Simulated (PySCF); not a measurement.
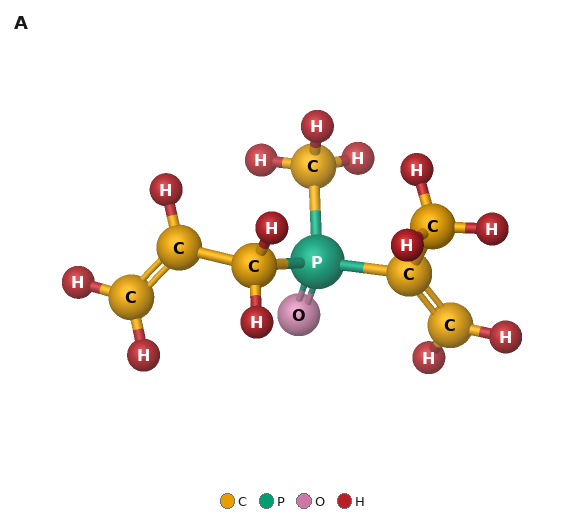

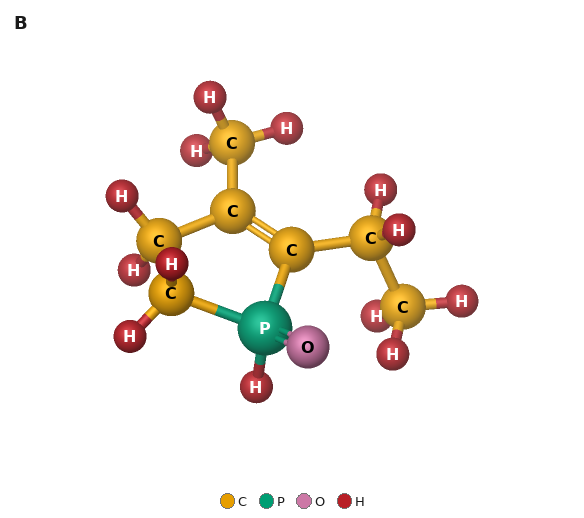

2 stationary structures of one formula. Geometries: GFN2-xTB. Electronic energies: PBE0/pcSseg-1 (PySCF 2.14.0), without zero-point energy. No frequency run is at hand to confirm each as a minimum. Each is one conformer, not always the lowest.

**How are they related?**

They are constitutional isomers of C7H13OP: A `C=CC[P@](C)(=O)C(=C)C`, B `CCC1=C(C)CC[P@@H]1=O`.

**Rank them by energy, lowest first.**

B is lowest; A lies 18.8 kcal/mol above it.

The geometry is semi-empirical. Around P such bond lengths and angles can be off by a tenth of an ångström or more and by several degrees, and values that hang on the shape move with them.
